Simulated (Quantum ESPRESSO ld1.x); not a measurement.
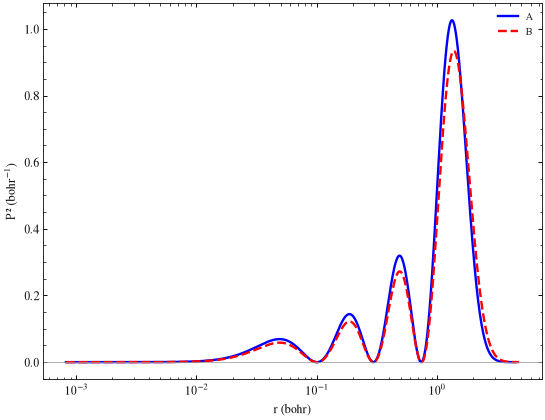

Two charge states of promethium were computed: Pm⁵⁺ in [Kr] 4d10 4f3 5s2 5p5 (high spin); Pm⁸⁺ in [Kr] 4d10 4f3 5s2 5p2 (high spin). Computed with Quantum ESPRESSO ld1.x 7.5: scalar-relativistic Kohn-Sham, LDA (Slater exchange, Perdew-Zunger correlation), spin-polarised, spherical densities, point nucleus.

The plot shows P² of the 5p up orbital in both runs (large components where relativistic).

> Which curve belongs to which run?

A is Pm⁸⁺ in [Kr] 4d10 4f3 5s2 5p2 (high spin) (⟨r⟩ = 1.41 bohr, eigenvalue −124.1 eV); B is Pm⁵⁺ in [Kr] 4d10 4f3 5s2 5p5 (high spin) (⟨r⟩ = 1.51 bohr, eigenvalue −78.7 eV). Fewer electrons screen less, so the orbital shrinks.
